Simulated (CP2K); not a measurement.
# SnS (SMILES [S][Sn]): levels of theory compared

We compute a comparison of 4 runs (HF/STO-3G, HF/3-21G, GFN1-xTB, GFN2-xTB) of SnS. 

The results are computed with CP2K 2026.2.

17 further runs of the same task are left out: 13 that didn't finish, 4 set aside as unsound or not needed.

## Step 1: Starting point

SnS has 2 atoms, charge 0, and is taken as a singlet. SMILES: `[S][Sn]`. The bond length is the measured one.

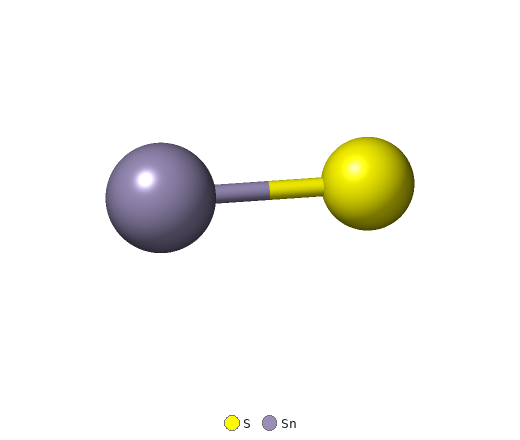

The structure, seen from a chosen angle (sulfur yellow, tin purple).

## Step 2: The energy at HF/STO-3G (run 1)

File qs.inp:

```
&force_eval
  method QS
  &dft
    basis_set_file_name ./sto_3g.basis
    potential_file_name POTENTIAL
    ! Quickstep
    &qs
      method GAPW
      eps_default 1.0E-10
    &end
    ! plane-wave cutoff in Ry
    &mgrid
      cutoff 280
      rel_cutoff 50
      ngrids 4
    &end
    ! isolated system
    &poisson
      periodic NONE
      poisson_solver MULTIPOLE
    &end
    ! self-consistent field
    &scf
      scf_guess ATOMIC
      eps_scf 1.0E-06
      max_scf 50
      &ot
        minimizer DIIS
        preconditioner FULL_ALL
      &end
      &outer_scf
        eps_scf 1.0E-06
        max_scf 5
      &end
    &end
    &xc
      &xc_functional NONE
      &end
      ! exact exchange
      &hf
        fraction 1
        &screening
          eps_schwarz 1.0E-10
        &end
        &memory
          max_memory 1050
        &end
      &end
    &end
    ! extra output
    &print
      &moments
        periodic F
        reference COM
        max_moment 1
      &end
      &mo_cubes
        nlumo 5
        nhomo -1
        write_cube F
      &end
      &lowdin ON
      &end
      &hirshfeld OFF
      &end
    &end
  &end
  ! atoms, cell and kinds
  &subsys
    ! vacuum box
    &cell
      abc 7 7 9.2
      periodic NONE
    &end
    &coord
      S      0.000000     0.000000     0.000000
      Sn     0.000000     0.000000     2.209026
    &end
    &topology
      &center_coordinates
      &end
    &end
    &kind S
      basis_set STO-3G
      potential ALL
      lebedev_grid 194
      radial_grid 100
    &end
    &kind Sn
      basis_set STO-3G
      potential ALL
      lebedev_grid 194
      radial_grid 100
      &potential
        10 20 20
        0.50000000 0
      &end
    &end
  &end
&end

&global
  project_name qs
  run_type ENERGY
  print_level MEDIUM
&end
```

Run with:

```console
$ OMP_NUM_THREADS=1 cp2k.psmp -i qs.inp -o qs.out
```

Standard output:

```text
CP2K| version string:                                       CP2K version 2026.2
[...]
 GLOBAL| Method name                                                        CP2K
[...]
 GLOBAL| Run type                                                         ENERGY
[...]
 DFT| Spin restricted Kohn-Sham (RKS) calculation                            RKS
 DFT| Multiplicity                                                             1
[...]
 DFT| Charge                                                                   0
[...]
 QS| Method:                                                                GAPW
[...]
 QS| Density cutoff [a.u.]:                                                140.0
[...]
 QS| Relative density cutoff [a.u.]:                                        25.0
[...]
                             - Atoms:                                          2
[...]
                             - Spherical basis functions:                     36
[...]
 Number of electrons:                                                         66
[...]
     1 OT DIIS     0.15E+00    1.3     0.68646423     -6288.0603591140 -6.29E+03
[...]
    11 OT DIIS     0.15E+00    0.1     0.00000025     -6356.4491407646 -6.50E-08
  *** SCF run converged in    11 steps ***
[...]
  Overlap energy of the core charge distribution:               0.00000003121377
  Self energy of the core charge distribution:              -1582.41745099823106
  Core Hamiltonian energy:                                  -5353.67647328765179
  Hartree energy:                                             227.32069440216756
  Exchange-correlation energy:                                  0.00000000000000
  Hartree-Fock Exchange energy:                              -184.83276061107281
[...]
 HOMO - LUMO gap [eV] :   10.424628
 ENERGY| Total FORCE_EVAL ( QS ) energy [hartree]          -6356.449140764556432
[...]
```

It took 7.5 s on 1 thread of Arm Neoverse V2, shared host; peak memory 0.31 GiB.

## Step 3: A single-point energy at HF/3-21G (run 2)

File molecule.xyz:

```xyz
2

S      0.000000     0.000000     0.000000
Sn     0.000000     0.000000     2.209026
```

File job.inp:

```
&GLOBAL
  PROJECT job
  RUN_TYPE ENERGY
  PRINT_LEVEL MEDIUM
&END GLOBAL
&FORCE_EVAL
  METHOD Quickstep
  &DFT
    BASIS_SET_FILE_NAME ./3_21g.basis
    POTENTIAL_FILE_NAME POTENTIAL
    CHARGE 0
    MULTIPLICITY 1
    &QS
      METHOD GAPW
      EPS_DEFAULT 1.0E-10
    &END QS
    &MGRID
      CUTOFF 280
      REL_CUTOFF 50
      NGRIDS 4
    &END MGRID
    &POISSON
      PERIODIC NONE
      POISSON_SOLVER MULTIPOLE
    &END POISSON
    &SCF
      SCF_GUESS ATOMIC
      EPS_SCF 1.0E-07
      MAX_SCF 80
      ADDED_MOS 5
      &DIAGONALIZATION
        ALGORITHM STANDARD
      &END DIAGONALIZATION
      &MIXING
        METHOD DIRECT_P_MIXING
        ALPHA 0.4
      &END MIXING
    &END SCF
    &XC
      &XC_FUNCTIONAL NONE
      &END XC_FUNCTIONAL
      &HF
        FRACTION 1
        &SCREENING
          EPS_SCHWARZ 1.0E-10
          SCREEN_ON_INITIAL_P F
        &END SCREENING
        &INTERACTION_POTENTIAL
          POTENTIAL_TYPE COULOMB
        &END INTERACTION_POTENTIAL
        &MEMORY
          MAX_MEMORY 1050
        &END MEMORY
      &END HF
    &END XC
    &PRINT
      &MOMENTS
        PERIODIC F
        REFERENCE COM
        MAX_MOMENT 1
      &END MOMENTS
      &MO ON
        ENERGIES T
        OCCUPATION_NUMBERS T
        NDIGITS 6
        &EACH
          QS_SCF 0
        &END EACH
        ADD_LAST NUMERIC
      &END MO
      &LOWDIN ON
      &END LOWDIN
      &HIRSHFELD OFF
      &END HIRSHFELD
    &END PRINT
  &END DFT
  &SUBSYS
    &CELL
      ABC [angstrom] 7 7 9.2
      PERIODIC NONE
    &END CELL
    &TOPOLOGY
      COORD_FILE_NAME molecule.xyz
      COORD_FILE_FORMAT XYZ
      &CENTER_COORDINATES
      &END CENTER_COORDINATES
    &END TOPOLOGY
    &KIND S
      BASIS_SET 3-21G
      POTENTIAL ALL
      LEBEDEV_GRID 194
      RADIAL_GRID 100
    &END KIND
    &KIND Sn
      BASIS_SET 3-21G
      POTENTIAL ALL
      LEBEDEV_GRID 194
      RADIAL_GRID 100
      &POTENTIAL
        10 20 20
        0.50000000 0
      &END POTENTIAL
    &END KIND
  &END SUBSYS
&END FORCE_EVAL
```

Run with:

```console
$ OMP_NUM_THREADS=1 cp2k.psmp -i job.inp -o job.out
```

Standard output:

```text
CP2K| version string:                                       CP2K version 2026.2
[...]
 GLOBAL| Method name                                                        CP2K
[...]
 GLOBAL| Run type                                                         ENERGY
[...]
 DFT| Spin restricted Kohn-Sham (RKS) calculation                            RKS
 DFT| Multiplicity                                                             1
[...]
 DFT| Charge                                                                   0
[...]
 QS| Method:                                                                GAPW
[...]
 QS| Density cutoff [a.u.]:                                                140.0
[...]
 QS| Relative density cutoff [a.u.]:                                        25.0
[...]
                             - Atoms:                                          2
[...]
                             - Spherical basis functions:                     44
[...]
 Number of electrons:                                                         66
[...]
     1 P_Mix/Diag. 0.40E+00    1.5     0.36289852     -6391.9058136923 -6.39E+03
[...]
    16 DIIS/Diag.  0.80E-07    0.1     0.00000005     -6391.8853985037  9.09E-12
  *** SCF run converged in    16 steps ***
[...]
  Overlap energy of the core charge distribution:               0.00000003121377
  Self energy of the core charge distribution:              -1582.41745099823106
  Core Hamiltonian energy:                                  -5405.72032027598379
  Hartree energy:                                             209.83348675164316
  Exchange-correlation energy:                                  0.00000000000000
  Hartree-Fock Exchange energy:                              -183.68822231749300
[...]
 ENERGY| Total FORCE_EVAL ( QS ) energy [hartree]          -6391.885398503676697
[...]
```

Wall time 3.6 s (1 thread of Arm Neoverse V2, shared host); peak memory 0.32 GiB.

Run 3 isn't shown in full; the table further down has it.

## Step 4: A single-point energy at GFN2-xTB (run 4)

File mol.inp:

```
&GLOBAL
   PROJECT mol
   RUN_TYPE ENERGY
   PRINT_LEVEL MEDIUM
&END
&FORCE_EVAL
   METHOD QUICKSTEP
   &DFT
      CHARGE 0
      MULTIPLICITY 1
      &QS
         METHOD XTB
         EPS_DEFAULT 1.0E-10
         &XTB
            GFN_TYPE TBLITE
            &TBLITE
               METHOD GFN2
            &END
            CHECK_ATOMIC_CHARGES F
         &END
      &END
      &POISSON
         PERIODIC NONE
         POISSON_SOLVER ANALYTIC
      &END
      ! self-consistent field
      &SCF
         SCF_GUESS ATOMIC
         EPS_SCF 1.0E-06
         MAX_SCF 150
         ADDED_MOS 8
         &DIAGONALIZATION
            ALGORITHM STANDARD
         &END
         &MIXING
            METHOD DIRECT_P_MIXING
            ALPHA 0.4
         &END
         &SMEAR ON
            METHOD FERMI_DIRAC
            ELECTRONIC_TEMPERATURE [K] 300
         &END
      &END
      &PRINT
         &MOMENTS
            PERIODIC F
            REFERENCE COM
            MAX_MOMENT 1
         &END
         &MO ON
            ENERGIES T
            OCCUPATION_NUMBERS T
            NDIGITS 6
            &EACH
               QS_SCF 0
            &END
            ADD_LAST NUMERIC
         &END
         &HIRSHFELD OFF
         &END
      &END
   &END
   ! atoms, cell and kinds
   &SUBSYS
      &CELL
         ABC [angstrom] 10 10 12.2
         PERIODIC NONE
      &END
      &COORD
         S      0.000000     0.000000     0.000000
         Sn     0.000000     0.000000     2.209026
      &END
      &TOPOLOGY
         &CENTER_COORDINATES
         &END
      &END
   &END
&END
```

Run with:

```console
$ OMP_NUM_THREADS=1 cp2k.psmp -i mol.inp > mol.out 2>&1
```

Standard output:

```text
CP2K| version string:                                       CP2K version 2026.2
[...]
 GLOBAL| Method name                                                        CP2K
[...]
 GLOBAL| Run type                                                         ENERGY
[...]
                             - Atoms:                                          2
[...]
                             - Spherical basis functions:                     18
[...]
 Number of electrons:                                                         10
[...]
  *** SCF run converged in    28 steps ***
[...]
  Fermi energy:                                                -0.30330977869518
[...]
 TB_DIPOLE| Moment [Debye]          0.00000000       0.00000000       3.22494370
 TB_DIPOLE| Derivative [a.u.]       0.00000000       0.00000000       0.00000000
[...]
 ENERGY| Total FORCE_EVAL ( QS ) energy [hartree]             -5.411966627588334
[...]
```

Run time: 0.2 s. Hardware: 1 thread of Arm Neoverse V2, shared host.

## Step 5: The series

```csv
run,level,SCF convergence threshold,iteration cap,energy (Eh),dipole moment (D),HOMO energy (eV),LUMO energy (eV),wall time
1,HF/STO-3G,1e-06,50,-6356.449141,1.80,-5.26,5.17,7.5 s
2,HF/3-21G,1e-07,80,-6391.885399,4.74,-9.22,0.16,3.6 s
3,GFN1-xTB,1e-07,150,-6.185500,2.82,-10.78,-7.37,0.2 s
4,GFN2-xTB,1e-06,150,-5.411967,3.22,-10.25,-7.32,0.2 s
```

## Step 6: Outcome

```
                                        quantity        value
                             run 4: total energy  -5.41197 Eh
run 4: dipole moment (from atomic charges alone)       3.22 D
                              run 4: HOMO energy    -10.25 eV
                              run 4: LUMO energy     -7.32 eV
                            run 4: HOMO–LUMO gap      2.93 eV
```

**Reading.** The dipole moment (its size) runs from 1.80 D (HF/STO-3G) to 4.74 D (HF/3-21G). Some of these are taken from atomic charges alone. The HOMO–LUMO gap runs from 2.93 eV (GFN2-xTB) to 10.42 eV (HF/STO-3G). The two ends differ in method and basis and Hamiltonian. In run 1 the basis is minimal, so the values are rough. In runs 1, 2 relativity is left out where basis or elements ask for it. Force-field and semi-empirical energies have zeros of their own, so their totals don't compare. All runs together took 12 s, the longest 7.5 s.
